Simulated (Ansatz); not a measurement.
## Profile along the C–Ta line in TaC (rock salt)

TaC (rock salt)

```
CELL_PARAMETERS angstrom
      0.00000     2.23793     2.23793
      2.23793     0.00000     2.23793
      2.23793     2.23793     0.00000
ATOMIC_POSITIONS crystal
  C  0.00000 0.00000 0.00000
  Ta 0.50000 0.50000 0.50000
```

Fields along a shortest C–Ta line of a {110} plane (2.24 Å), from C to Ta, interpolated on the slice's grid (step about 0.2 Å). Level of theory: PBE (plane waves to 420 eV, PAW, scalar-relativistic; Ansatz, a quantum-chemistry and plane-wave program). k mesh 18×18×18. Near the nuclei the fields are pseudised (PAW); where an atom keeps semicore shells as valence, they peak there. Spin-orbit coupling is left out, though Ta is heavy. TaC is run without spin polarisation. TaC was relaxed with its symmetry unable to fall.

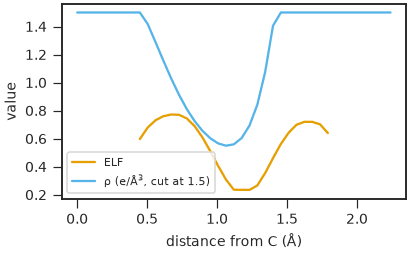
*ELF (away from the nuclei) and valence density from C to Ta.*

Density on the C–Ta line (2.24 Å) at its density minimum, 1.1 Å from C: 0.55 e/Å³. ELF at that point: 0.3.
